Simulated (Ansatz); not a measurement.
# Geometry relaxation, with input and output: HfSiH3Cl2OF (part 1 of 2)

System: HfSiH3Cl2OF.
Method: RKS PBE/def2-SVP (Ansatz 0.2.0).

It belongs to a series of runs on one base structure; here: start relaxed. Figures and captions count atoms from 1; the log counts them from 0 in places.

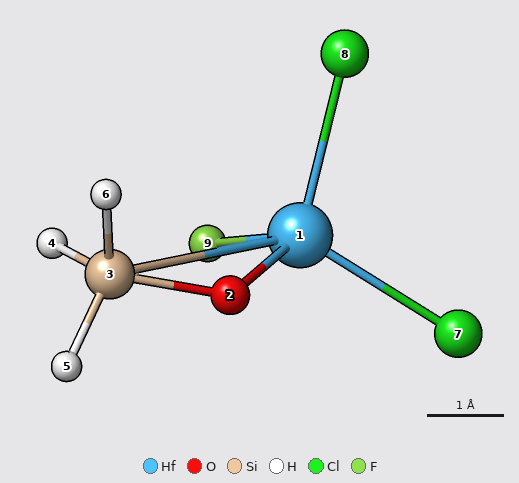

**Figure 1.** The structure as given in the input (ball-and-stick view, seen at a tilt; atoms are numbered from 1 in the order of the input). Sticks mark near contacts.

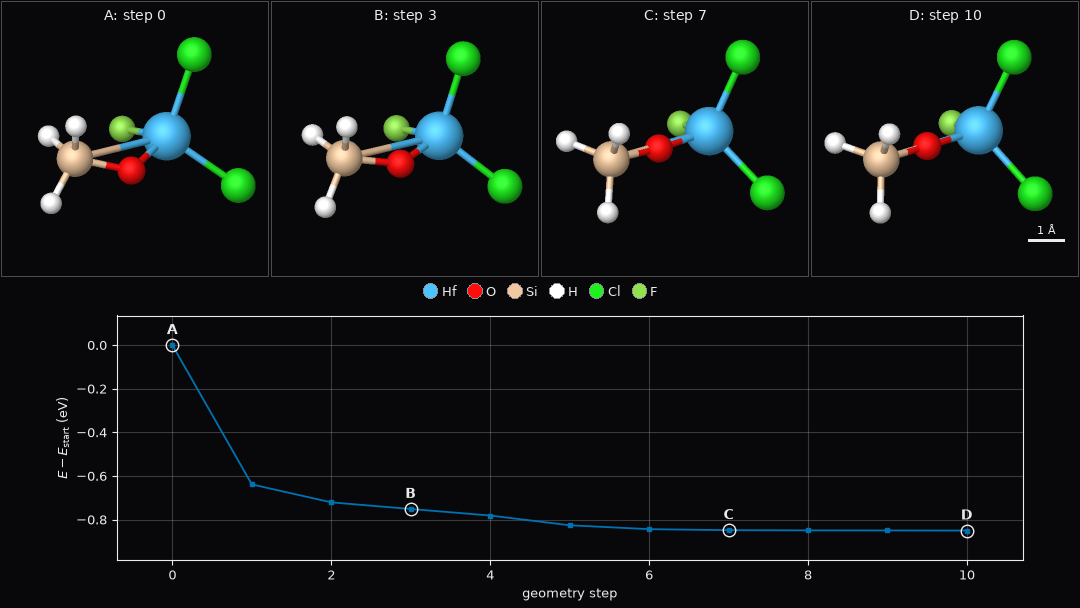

**Figure 2.** Frames of the relaxation (ball-and-stick view, seen at a tilt) above the curves, on which the letters mark them (the first geometry is step 0 here and step 1 in the log).

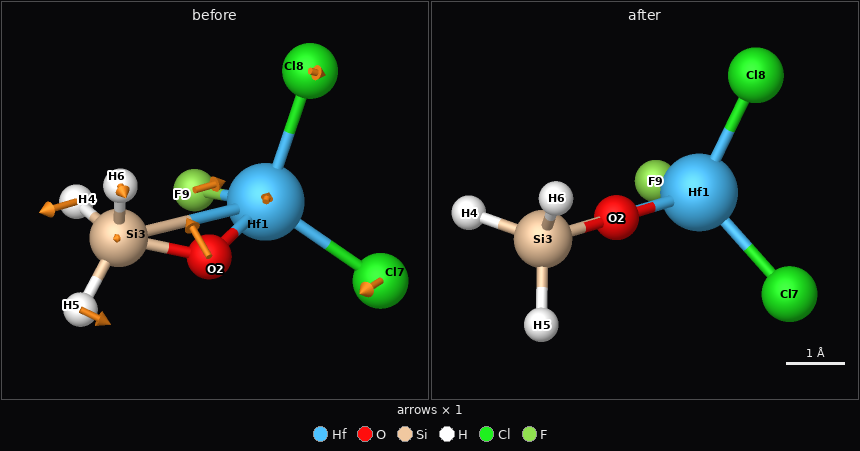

**Figure 3.** Before (left) and after (right) the relaxation, at one scale (ball-and-stick view, seen at a tilt). The orange arrows give the displacements, at true length. The energy falls by 0.850 eV in 10 geometry steps. Largest force component: 3.1 eV/Å at the start, 0.018 eV/Å at the end. The atom that moves furthest after the best rigid fit is O2 (0.93 Å). Largest moves by element: O 0.93 Å, H 0.86 Å, Cl 0.70 Å, F 0.68 Å, Hf 0.23 Å, Si 0.12 Å. Among the contacts that change: Hf1–Si3 3.331 → 3.616 Å, Hf1–Cl7 2.520 → 2.362 Å, Hf1–O2 2.070 → 1.924 Å, Hf1–F9 1.979 → 1.913 Å. Among the angles that change: Hf1–O2–Si3 125.0° → 179.3°, Hf1–Si3–O2 30.6° → 0.4°, Hf1–Si3–H4 81.0° → 108.5°. (Atoms are counted from 1 in the order of the input.)

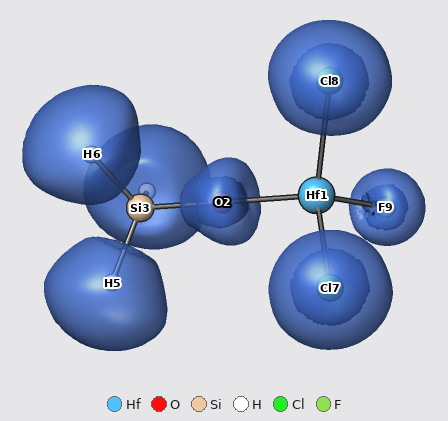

**Figure 4.** Isosurface of the electron localisation function at 0.8 (blue), seen at a tilt. Core shells and regions of very low density are left out. Along the contacts the grid gives the following. Si–O (1.69 Å): the ELF peaks at about 0.85 between the atoms, which marks a polar covalent bond. Hf–F (1.91 Å): the ELF peaks at about 0.85 in the valence shell of F, 0.5 Å from its nucleus, and drops to about 0.20 between the two atoms.

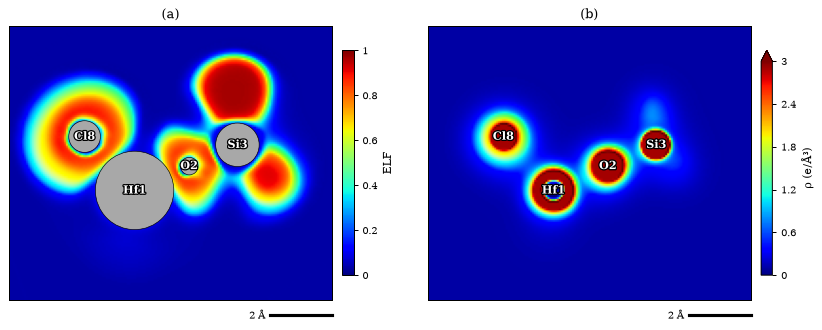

**Figure 5.** (a) ELF; (b) total electron density on the plane of atoms O2, Hf1 and Cl8. Grey discs, where drawn, cover atomic cores. The section cuts through Hf, O, Si and Cl sites. Hf–O (1.92 Å): ρ at the midpoint is about 0.89 e/Å³; the ELF peaks at about 0.85 in the valence shell of O, 0.5 Å from its nucleus, and drops to about 0.20 between the two atoms.

The input and output of the run follow.

The input:
```yaml
crystal:
  periodic: [false, false, false]
  atoms:
    - { symbol: Hf, position_ang: [0.0, 0.0, 0.0] }
    - { symbol: O, position_ang: [0.0, 0.0, 2.07] }
    - { symbol: Si, position_ang: [-1.3147, -0.4067, 3.0336] }
    - { symbol: H, position_ang: [-2.239, -1.2403, 2.2704] }
    - { symbol: H, position_ang: [-0.8506, -1.1432, 4.2057] }
    - { symbol: H, position_ang: [-1.9987, 0.8095, 3.4633] }
    - { symbol: Cl, position_ang: [2.3764, 0.0, -0.8392] }
    - { symbol: Cl, position_ang: [-1.1869, 2.0563, -0.8392] }
    - { symbol: F, position_ang: [-0.9326, -1.6157, -0.6593] }
basis:
  gaussian: { orbitals: def2-SVP }
hamiltonian:
  xc: pbe
relax:
  f_tol: 0.02
  max_steps: 40
output:
  orbitals: {}
```

Launched with:
```bash
ansatz run input.yaml --threads 4 --pin off --max-ram 5120MiB --backend cpu --events-out ev --progress --plain --runs-dir out
```

Log:
```
The last accepted step is kept in [file] (removed where the run ends without a failure and the disk answers)
Engine: ansatz 0.2.0, aarch64-unknown-linux-gnu
Functional definition: PBE
  parameter kappa = 0.804
  parameter beta = 0.06672455060314922
  exchange = pbe_x(kappa = kappa, mu = beta*pi^2/3)
  correlation = pbe_c(beta = beta)
1365 factors; their error is unknown
mean field evaluation 1: about -39009.0924 eV, gradient 7.0e1 eV
mean field evaluation 2: about -38776.8621 eV, gradient 3.0e2 eV
mean field evaluation 4: about -39018.3106 eV, gradient 1.1e1 eV
mean field evaluation 8: about -39018.6278 eV, gradient 4.2e-1 eV
mean field evaluation 16: about -39018.5108 eV, gradient 2.7e-4 eV
mean field -39018.51075380 eV, -1433.9038225057 hartree, gradient 1.4e-5 eV, S^2 0.000000; 0 other end points of the search recorded, 0 dependent functions left out
the calculation of the forces begins
reference -39018.51082776 eV, -1433.9038252235 hartree; 40, 40 occupied and 89, 89 virtual orbitals, 1365 factors
relax step   1: F+E_penalty+E_count = -39018.51075380 eV  Δ(F+E_penalty+E_count) = +0.000e0 eV  max|allowed force component| = 3.110e0 eV/Å  Δτ_max = 0.0000 Å  (30 SCF iters, accepted)
these checks for a lower state are left out or cut short: starts, cluster_reference, orbital_swaps, neighbouring_geometries, increment
1365 factors; their error is unknown
mean field -39019.14915312 eV, -1433.9272832480 hartree, gradient 1.2e-5 eV, S^2 0.000000; 0 other end points of the search recorded, 0 dependent functions left out
the calculation of the forces begins
reference -39019.14922602 eV, -1433.9272859270 hartree; 40, 40 occupied and 89, 89 virtual orbitals, 1365 factors
relax step   2: F+E_penalty+E_count = -39019.14915312 eV  Δ(F+E_penalty+E_count) = -6.384e-1 eV  max|allowed force component| = 1.033e0 eV/Å  Δτ_max = 0.1949 Å  (34 SCF iters, accepted)
these checks for a lower state are left out or cut short: starts, cluster_reference, orbital_swaps, neighbouring_geometries, increment
1365 factors; their error is unknown
mean field evaluation 32: about -39019.2315 eV, gradient 9.3e-5 eV
mean field -39019.23146246 eV, -1433.9303080603 hartree, gradient 1.0e-5 eV, S^2 0.000000; 0 other end points of the search recorded, 0 dependent functions left out
the calculation of the forces begins
reference -39019.23153538 eV, -1433.9303107400 hartree; 40, 40 occupied and 89, 89 virtual orbitals, 1365 factors
relax step   3: F+E_penalty+E_count = -39019.23146246 eV  Δ(F+E_penalty+E_count) = -8.231e-2 eV  max|allowed force component| = 2.961e-1 eV/Å  Δτ_max = 0.0720 Å  (37 SCF iters, accepted)
these checks for a lower state are left out or cut short: starts, cluster_reference, orbital_swaps, neighbouring_geometries, increment
1365 factors; their error is unknown
mean field -39019.26195398 eV, -1433.9314286032 hartree, gradient 1.1e-5 eV, S^2 0.000000; 0 other end points of the search recorded, 0 dependent functions left out
the calculation of the forces begins
reference -39019.26202692 eV, -1433.9314312834 hartree; 40, 40 occupied and 89, 89 virtual orbitals, 1365 factors
relax step   4: F+E_penalty+E_count = -39019.26195398 eV  Δ(F+E_penalty+E_count) = -3.049e-2 eV  max|allowed force component| = 1.923e-1 eV/Å  Δτ_max = 0.1080 Å  (38 SCF iters, accepted)
these checks for a lower state are left out or cut short: starts, cluster_reference, orbital_swaps, neighbouring_geometries, increment
1365 factors; their error is unknown
mean field -39019.29180553 eV, -1433.9325256274 hartree, gradient 8.8e-6 eV, S^2 0.000000; 0 other end points of the search recorded, 0 dependent functions left out
the calculation of the forces begins
reference -39019.29187893 eV, -1433.9325283246 hartree; 40, 40 occupied and 89, 89 virtual orbitals, 1365 factors
relax step   5: F+E_penalty+E_count = -39019.29180553 eV  Δ(F+E_penalty+E_count) = -2.985e-2 eV  max|allowed force component| = 3.868e-1 eV/Å  Δτ_max = 0.1971 Å  (38 SCF iters, accepted)
these checks for a lower state are left out or cut short: starts, cluster_reference, orbital_swaps, neighbouring_geometries, increment
1365 factors; their error is unknown
mean field -39019.33650416 eV, -1433.9341682717 hartree, gradient 8.4e-6 eV, S^2 0.000000; 0 other end points of the search recorded, 0 dependent functions left out
the calculation of the forces begins
reference -39019.33657792 eV, -1433.9341709824 hartree; 40, 40 occupied and 89, 89 virtual orbitals, 1365 factors
relax step   6: F+E_penalty+E_count = -39019.33650416 eV  Δ(F+E_penalty+E_count) = -4.470e-2 eV  max|allowed force component| = 1.645e-1 eV/Å  Δτ_max = 0.2000 Å  (38 SCF iters, accepted)
these checks for a lower state are left out or cut short: starts, cluster_reference, orbital_swaps, neighbouring_geometries, increment
1365 factors; their error is unknown
mean field evaluation 64: about -39019.3544 eV, gradient 1.0e-4 eV
mean field -39019.35436062 eV, -1433.9348244843 hartree, gradient 8.4e-6 eV, S^2 0.000000; 0 other end points of the search recorded, 0 dependent functions left out
the calculation of the forces begins
reference -39019.35443499 eV, -1433.9348272175 hartree; 40, 40 occupied and 89, 89 virtual orbitals, 1365 factors
relax step   7: F+E_penalty+E_count = -39019.35436062 eV  Δ(F+E_penalty+E_count) = -1.786e-2 eV  max|allowed force component| = 6.234e-2 eV/Å  Δτ_max = 0.2000 Å  (37 SCF iters, accepted)
these checks for a lower state are left out or cut short: starts, cluster_reference, orbital_swaps, neighbouring_geometries, increment
1365 factors; their error is unknown
mean field -39019.35907081 eV, -1433.9349975809 hartree, gradient 8.1e-6 eV, S^2 0.000000; 0 other end points of the search recorded, 0 dependent functions left out
the calculation of the forces begins
reference -39019.35914517 eV, -1433.9350003136 hartree; 40, 40 occupied and 89, 89 virtual orbitals, 1365 factors
relax step   8: F+E_penalty+E_count = -39019.35907081 eV  Δ(F+E_penalty+E_count) = -4.710e-3 eV  max|allowed force component| = 6.896e-2 eV/Å  Δτ_max = 0.0975 Å  (31 SCF iters, accepted)
these checks for a lower state are left out or cut short: starts, cluster_reference, orbital_swaps, neighbouring_geometries, increment
1365 factors; their error is unknown
mean field -39019.35990678 eV, -1433.9350283020 hartree, gradient 9.1e-6 eV, S^2 0.000000; 0 other end points of the search recorded, 0 dependent functions left out
the calculation of the forces begins
reference -39019.35998118 eV, -1433.9350310362 hartree; 40, 40 occupied and 89, 89 virtual orbitals, 1365 factors
relax step   9: F+E_penalty+E_count = -39019.35990678 eV  Δ(F+E_penalty+E_count) = -8.360e-4 eV  max|allowed force component| = 7.148e-2 eV/Å  Δτ_max = 0.0999 Å  (38 SCF iters, accepted)
these checks for a lower state are left out or cut short: starts, cluster_reference, orbital_swaps, neighbouring_geometries, increment
1365 factors; their error is unknown
mean field -39019.36023581 eV, -1433.9350403938 hartree, gradient 8.9e-6 eV, S^2 0.000000; 0 other end points of the search recorded, 0 dependent functions left out
the calculation of the forces begins
reference -39019.36031021 eV, -1433.9350431277 hartree; 40, 40 occupied and 89, 89 virtual orbitals, 1365 factors
```
